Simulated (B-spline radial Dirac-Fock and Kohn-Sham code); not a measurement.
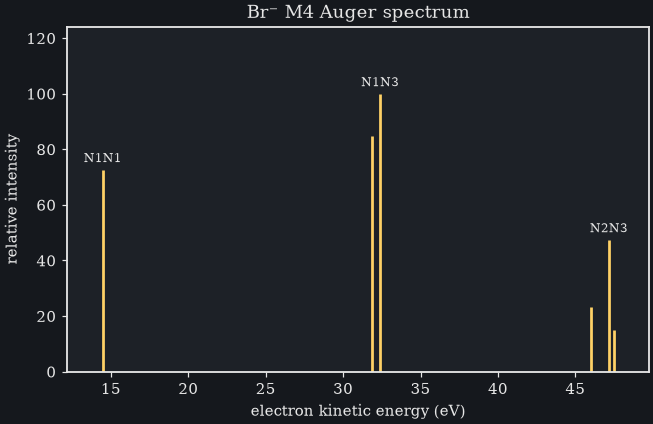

Auger groups that fill an M4 (3d3/2) hole, as sticks. Kinetic energies count from the vacuum level; very weak lines are left out. Species: Br⁻ in the configuration [Kr], inside a Watson sphere of charge +1 and radius 2.352 Å that stands in for a crystal. Method: independent-particle Coulomb rates on relativistic LDA orbitals, configuration-average energies from Dirac–Fock (computed with a B-spline radial atomic code).

The strongest group is M4-N1N3 at 32.39 eV (29 % of the non-radiative width), followed by M4-N1N2 at 31.87 eV (25 %), M4-N1N1 at 14.47 eV (21 %), M4-N2N3 at 47.17 eV (14 %). The lines shown span 14.47 eV to 47.47 eV.
